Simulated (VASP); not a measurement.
Band structure of HfS2 (1T layered). These are PW91 GGA, VASP's PBE PAW potentials (set 64) (plane waves; VASP 6.6.1) values and carry that method's errors.

Without a dispersion term in the relaxation, distances and binding between the weakly bound layers, chains or molecules are unreliable, and so is what depends on them. Unless said otherwise, spin-orbit coupling is left out, though it shifts the bands of the heavy elements here.

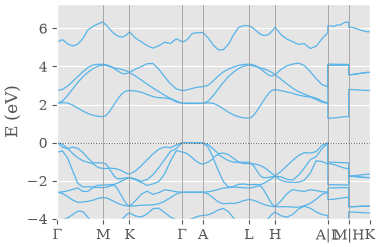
Figure: Bands along high-symmetry lines, zero at the valence-band maximum or, without a gap, the Fermi level

### Question
Read the plot: is there a gap, and where are the band edges?

### Answer
The gap is indirect, 1.28 eV, from the valence maximum at Γ to the conduction minimum at L. (Edges off the drawn lines would not show.)

Measured: gap 1.80 eV (computed value off by -0.52 eV), as given by Miłosz Rybak et al., Nanomaterials (2022), arXiv:2210.12074.

The compound is HfS2 in the 1T layered structure. It was relaxed first, which changed the volume by +20 %.
